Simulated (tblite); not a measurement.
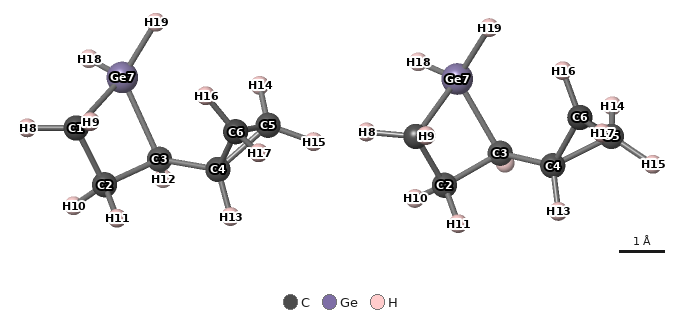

Two geometries of C6H12Ge, drawn at one scale. One is the start of a relaxation, the other its converged end. Style: ball-and-stick. Shown face on.

Theory: GFN2-xTB geometry optimisation, gas phase in tblite 0.8.0. 

Which one is relaxed?

The left one is the relaxed one. After 79 geometry steps the energy has fallen by 67.7 kJ/mol. The largest move after the best rigid fit is that of H16, 0.79 Å. Largest moves by element: H 0.79 Å, C 0.35 Å, Ge 0.23 Å. Some distances before and after: C3–Ge7 1.927 → 2.006 Å, C1–Ge7 1.929 → 1.988 Å, C5–H15 1.126 → 1.080 Å, C1–H8 1.127 → 1.087 Å. Bond angles that change, for instance: Ge7–C1–H8 107.7° → 120.3°, H18–Ge7–H19 116.9° → 106.1°, C4–C3–H12 116.7° → 108.3°. Groups turn about C3–C4 by about 30°. The run took 0.43 s on 1 thread of Arm Neoverse V2, on a shared host.
